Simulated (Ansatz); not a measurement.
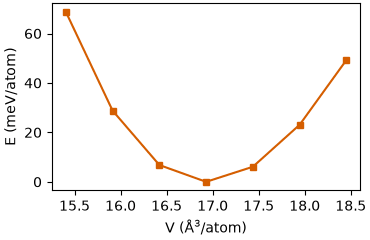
Figure: AlPt (rock salt, Fm-3m) under volume change, PBE (plane waves, PAW; program Ansatz), scaled uniformly.

### Question
What does a third-order Birch–Murnaghan fit give for V₀, B₀ and B′?

### Answer
V₀ = 16.93 Å³/atom, B₀ = 135 GPa, B′ = 4.6.

The start of the workflow was typed in or built on a structure type; neither database checked (COD, Materials Project) lists it. Its standing as an ambient phase is unchecked. Symmetry was held in the PBE relaxation; whether a distortion lowers the energy is not shown. No spin polarisation was allowed. Scalar-relativistic: spin–orbit coupling is off unless named, which matters more the heavier the elements.

Potentials: the earlier of the program's two PAW sets.
